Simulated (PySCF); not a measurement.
# C5H7GaOS: the cost of one run

Computed with PySCF 2.14.0 and routines of our own; the level stands in each step. Atoms count from 0.

## 1. The starting structure

15 atoms, charge 0, multiplicity 1; geometry from: GFN2-xTB.

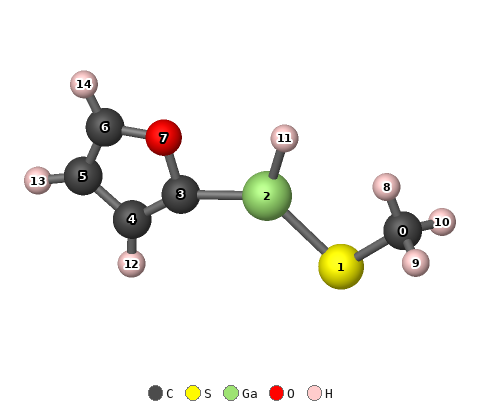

The starting geometry (carbon dark grey, sulfur yellow, gallium green, oxygen red, hydrogen pink); sticks join atoms by distance alone.

## 2. Magnetic properties: GIAO HF/pcSseg-1

Job settings and geometry (Å):

```
{"job": {"kind": "mag", "xc": "HF", "basis": "pcSseg-1", "isotopologues": 2}, "charge": 0, "multiplicity": 1}
C      3.903042     0.197710     0.406126
S      2.677891    -0.625871    -0.686459
Ga     0.816857     0.104043     0.311278
C     -1.071774    -0.265385    -0.165211
C     -2.042923    -0.881655    -0.906971
C     -3.285277    -0.413673    -0.418163
C     -2.995396     0.455047     0.588606
O     -1.670777     0.556244     0.753425
H      3.396212     0.787285     1.177442
H      4.515065    -0.571550     0.867128
H      4.521684     0.843506    -0.209425
H      0.999389     1.057580     1.557740
H     -1.885793    -1.583948    -1.703402
H     -4.258686    -0.690590    -0.770093
H     -3.623927     1.039245     1.233620
```

Level: GIAO HF/pcSseg-1 magnetisability, rotational g tensor and spin-rotation constants, non-relativistic, gas phase.

The run is started by

```console
OMP_NUM_THREADS=1 python excited_run.py task.json out
```

One launch serves the whole session: the jobs run in the order shown.

Q: Estimate the wall time and peak memory of this job on 1 thread of Arm Neoverse V1, shared host.

About 36 s, with a peak of 1 GiB.
